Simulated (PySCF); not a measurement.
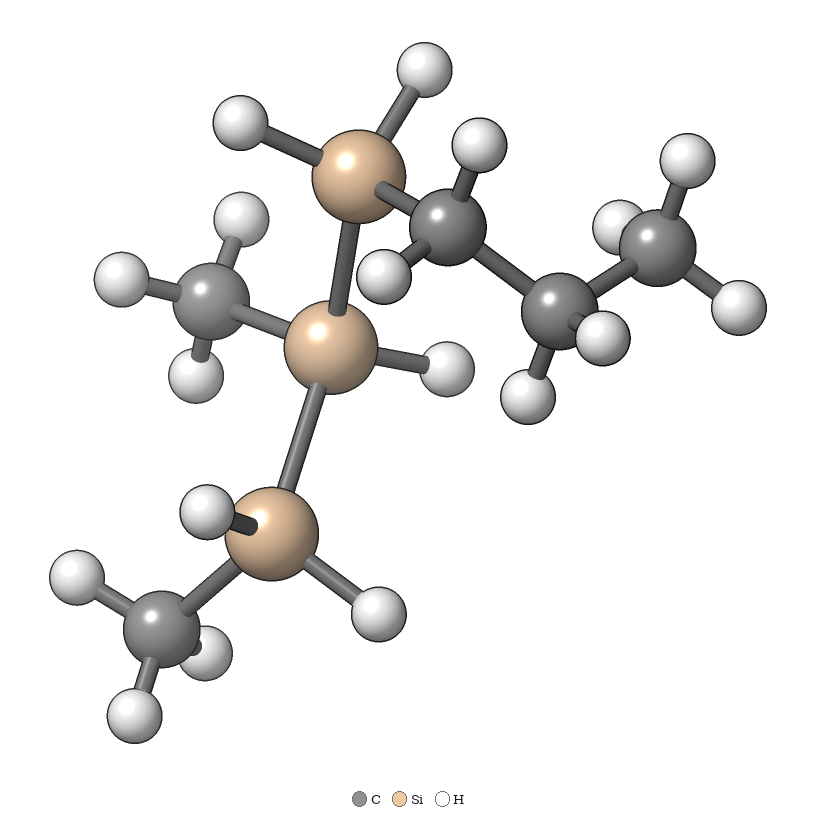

Computed geometry: GFN2-xTB optimisation. No frequency run is at hand to confirm it as a minimum. Method: PBE0/pcSseg-1, gas phase (PySCF 2.14.0).

Estimate the HOMO–LUMO gap.

7.32 eV.

Estimate the HOMO energy (Kohn–Sham orbital).

−7.68 eV.

What is the dipole moment?

0.60 D.

The geometry is semi-empirical. Around Si such bond lengths and angles can be off by a tenth of an ångström or more and by several degrees, and values that hang on the shape move with them.
